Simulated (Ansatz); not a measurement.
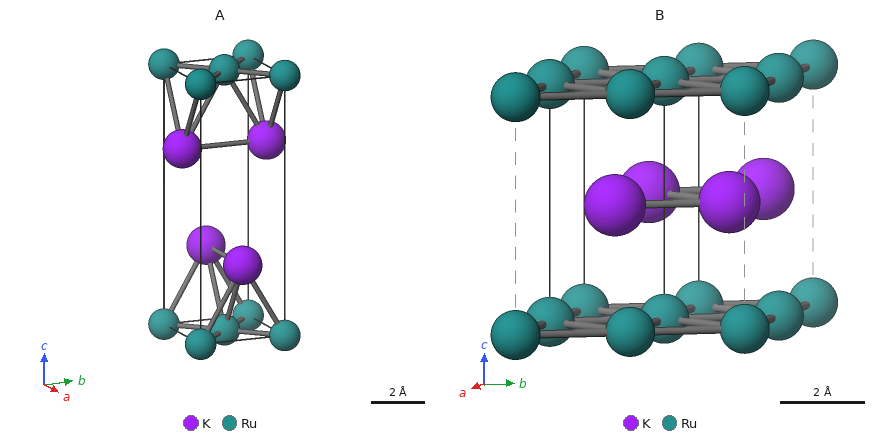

Two structures of KRu, each relaxed to rest (conventional cells in solid outline, small ones repeated, not to one scale). Method: DFT PBE, scalar-relativistic, plane waves, PAW in Ansatz 0.2.0, without spin polarisation.

### What structure does each panel show?

A: 4 atoms a cell on a primitive tetragonal lattice, P4/nmm. B: 2 atoms a cell on a primitive hexagonal lattice, P-6m2.

### Which structure is more stable?

A is lower, by 521 meV/atom at this level of theory (energies at zero smearing). Volumes: A 31.0, B 19.8 Å³/atom.

One or both may be structure types tried for this composition rather than known phases.
